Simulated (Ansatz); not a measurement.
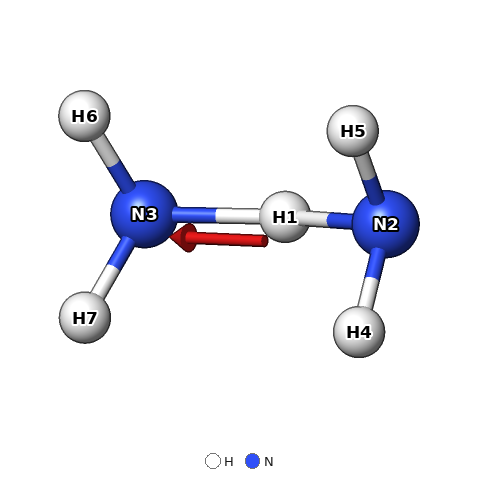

The arrows show one normal mode. Charge 0, doublet. Harmonic vibrations computed with UKS PBE0-D4/def2-SVP (Ansatz 0.2.0) at a stationary point of the same level. It is a saddle point of order 1.

### Describe the motion.

Mostly out-of-phase stretching of 2 N–H bonds.

### Estimate its harmonic wavenumber.

1201i cm⁻¹; it is mode 1 of 15 counted from the lowest.
